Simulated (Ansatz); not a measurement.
# K (Im-3m): Drude plasma energy against volume

The cell of K (Im-3m) is scaled evenly and the response computed anew at each volume, on one mesh.

It takes space group Im-3m (No. 229, cubic). The conventional cell has a = 5.225 Å, b = 5.225 Å, c = 5.225 Å, α = 90.00°, β = 90.00°, γ = 90.00°.

Method: Ansatz 0.2.0, PBE, independent particles, k-mesh 12×12×12 with interpolation inside its cells, Gaussian parameter 0.1 eV.

Launch of the response step: `ansatz run input.yaml --threads 4 --pin off --max-ram 8192MiB --backend cpu --events-out ev --progress --plain --runs-dir out`. The series took 1.8 min in all, on 4 threads of Intel(R) Xeon(R) Processor @ 2.50GHz (Skylake/Cascade Lake), on a shared host.

| V/V₀ | V (Å³, primitive cell) | Drude plasma energy (eV) |
| --- | --- | --- |
| 0.94 | 67.04 | 4.3172 |
| 0.96 | 68.47 | 4.2835 |
| 0.98 | 69.90 | 4.2502 |
| 1.00 | 71.32 | 4.2175 |
| 1.02 | 72.75 | 4.1852 |
| 1.04 | 74.18 | 4.1535 |
| 1.06 | 75.60 | ? |

For small changes the quantity should be close to linear in ln V.

Working, on the rows shown:

| x = ln(V/V₀) | y = Drude plasma energy |
| --- | --- |
| -0.0618754 | 4.3172 |
| -0.040822 | 4.2835 |
| -0.0202027 | 4.2502 |
| 0 | 4.2175 |
| 0.0198026 | 4.1852 |
| 0.0392207 | 4.1535 |

Means: x̄ = -0.010646, ȳ = 4.2345. Σ(x − x̄)(y − ȳ) = -0.01159, Σ(x − x̄)² = 0.007154. Slope = -0.01159 / 0.007154 = -1.62; intercept = ȳ − slope · x̄ = 4.2173. The line misses the rows shown by at most 0.00029 eV.

Predict the last column of the withheld row from the fit.

At x = 0.058269 the line gives y = 4.1229 eV. The run gave 4.1223 eV, so the extrapolation is off by 0.00059 eV, 0.3 % of the range in the table.

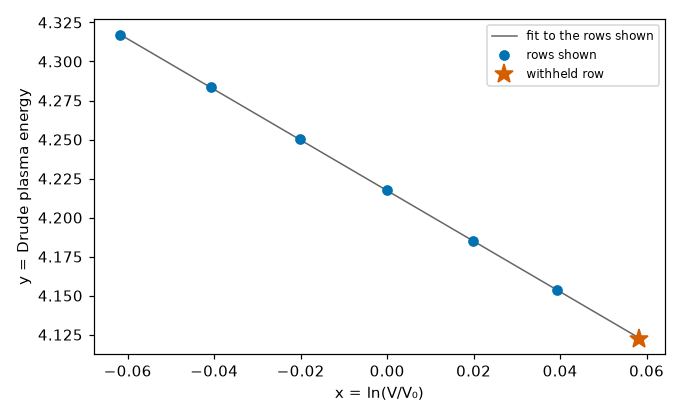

Between the rows on either side of x = 0 the slope is (4.1852 − 4.2502) / (0.019803 − (-0.020203)) = -1.625. So d ln ωp/d ln V = -0.39; free electrons would give −0.50. The cell comes from an older database entry, whose edges can be off by a per cent or so. The values come from a sum over the points of one k-mesh and carry its error, which is largest for Fermi-surface quantities.
